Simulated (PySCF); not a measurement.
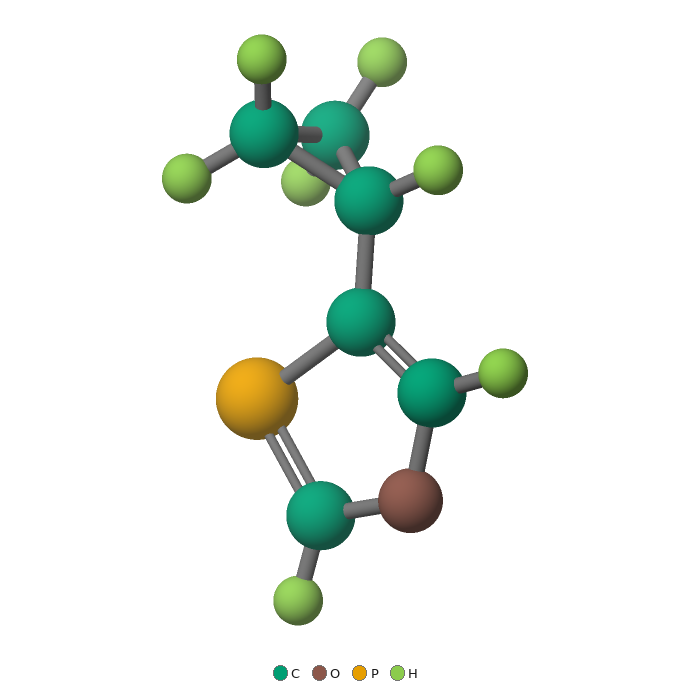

Computed geometry: GFN2-xTB optimisation. No frequency run is at hand to confirm it as a minimum.

Give the structural formula.

SMILES: c1occ(C2CC2)p1

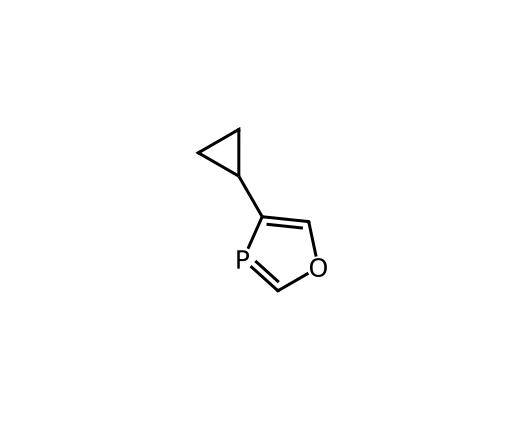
